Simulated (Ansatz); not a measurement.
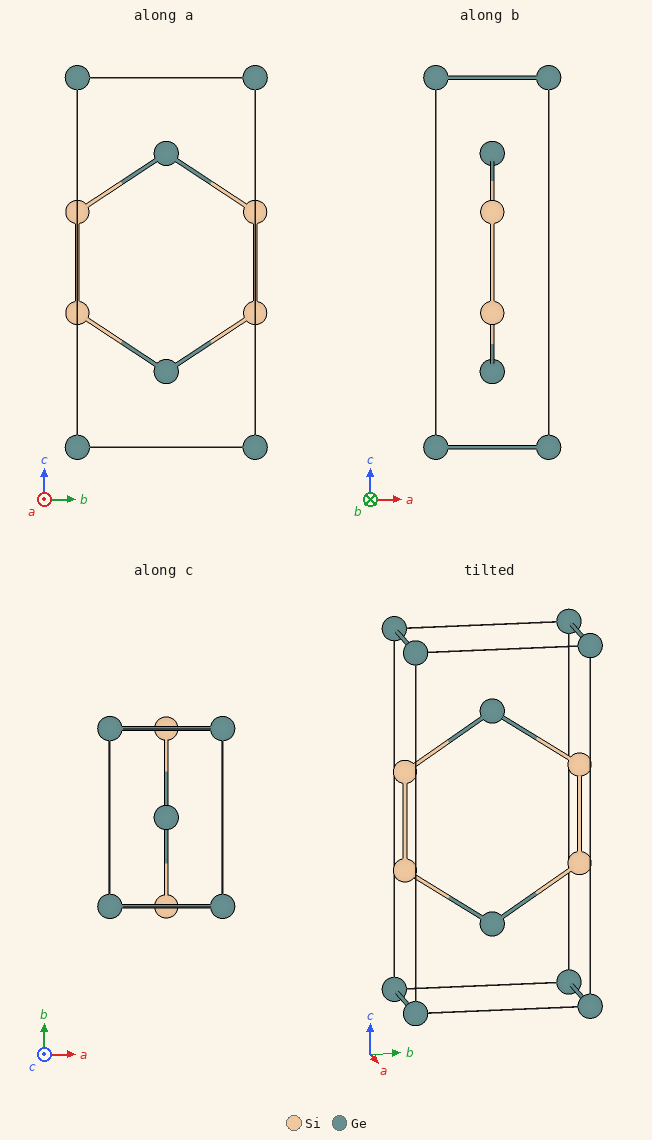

View along the a axis, along the b axis, along the c axis and slightly off an axis, drawn as a ball-and-stick model. The wireframe shows the conventional unit cell.

Lattice parameters: a = 2.675 Å, b = 4.216 Å, c = 8.766 Å, α = 90.00°, β = 90.00°, γ = 90.00°. Put a along x and b in the xy plane.

### Set out the cell and atoms as a POSCAR file, with free fractional coordinates to two decimals.

```
Si Ge
1.0
     2.675    0.000    0.000
     0.000    4.216    0.000
     0.000    0.000    8.766
Si Ge
2 3
Direct
  0.50 0.00 0.36
  0.50 0.00 0.64
  0.00 0.00 0.00
  0.50 0.50 0.80
  0.50 0.50 0.20
```

It goes back to a random cell made by a generator, so it need not be a real form of the compound. Earlier steps of the study may have refined or changed the cell and positions. A calculation with Ansatz used it as input.
